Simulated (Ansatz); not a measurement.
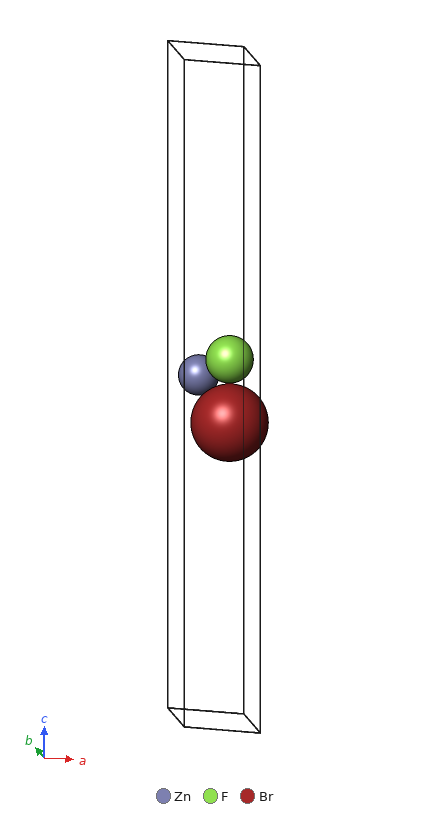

This space-filling model is shown from the side at a slight tilt. The lines enclose the simulation cell; boundary atoms appear with their images.

ZnBrF, a = 3.37 Å, b = 3.37 Å, c = 28.95 Å, α = 90.00°, β = 90.00°, γ = 120.00°.

All computed values are from Ansatz, DFT, PBE0, plane waves, PAW. Settings: plane waves to 420 eV, k-point mesh 6×6×1, no spin polarisation.

Is it conducting or gapped at this level?

An insulator at this level, with a gap of 3.13 eV, direct.

Source of the structure: a structure type filled with these elements by a generator (whether the compound takes this form wasn't checked). Earlier steps of the study, as a rule a relaxation of our own, may have changed the cell and positions, so they can lie some per cent off the listed ones. Ansatz was used for an electronic-structure calculation on it.
